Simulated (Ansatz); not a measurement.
Ni₃(PbS)₂ (space group R-3m)

```yaml
crystal:
  lattice:
    - [2.81695, 1.62637, 4.52630]
    - [-2.81695, 1.62637, 4.52630]
    - [0.00000, -3.25274, 4.52630]
  atoms:
    - { symbol: Ni, position: [0.00000, 0.00000, 0.50000] }
    - { symbol: Ni, position: [0.50000, 0.00000, 0.00000] }
    - { symbol: Ni, position: [0.00000, 0.50000, 0.00000] }
    - { symbol: Pb, position: [0.50000, 0.50000, 0.50000] }
    - { symbol: Pb, position: [0.00000, 0.00000, 0.00000] }
    - { symbol: S, position: [0.72784, 0.72784, 0.72784] }
    - { symbol: S, position: [0.27216, 0.27216, 0.27216] }
```

The volume is varied about the relaxed value V₀ at fixed cell shape. The atoms relax within the cell's symmetry.

Method: r2SCAN (plane waves to 500 eV, PAW, scalar-relativistic; Ansatz, a quantum-chemistry and plane-wave program). k mesh 10×10×10 (Γ-centred), Fermi-Dirac smearing 0.05 eV. Energies are smeared free energies. With the shape held, the modulus is that of even scaling; a crystal free to change shape is softer. At this level the bands of Ni3(PbS)2 touch or barely overlap. Ni3(PbS)2 is run without spin polarisation. Ni3(PbS)2 was relaxed with its symmetry unable to fall. Spin-orbit coupling is left out, though Pb is heavy. The zero of ΔE is the relaxed starting cell.

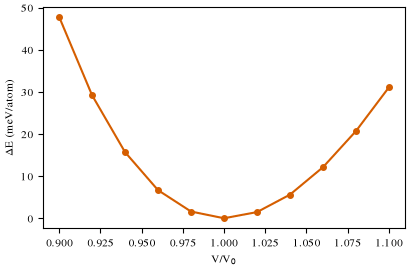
Figure. ΔE (meV/atom) against V/V₀; computed points joined by lines.

Question: What is ΔE at V/V₀ = 1.100?

Answer: About 31 meV/atom.

Question: What is ΔE at V/V₀ = 0.900?

Answer: About 48 meV/atom.

Question: What bulk modulus at fixed cell shape B₀ follows from a third-order Birch-Murnaghan fit?

Answer: About 69 GPa.

(A scan under strain: stresses follow from slopes of the energy per volume, elastic moduli from its curvatures.)
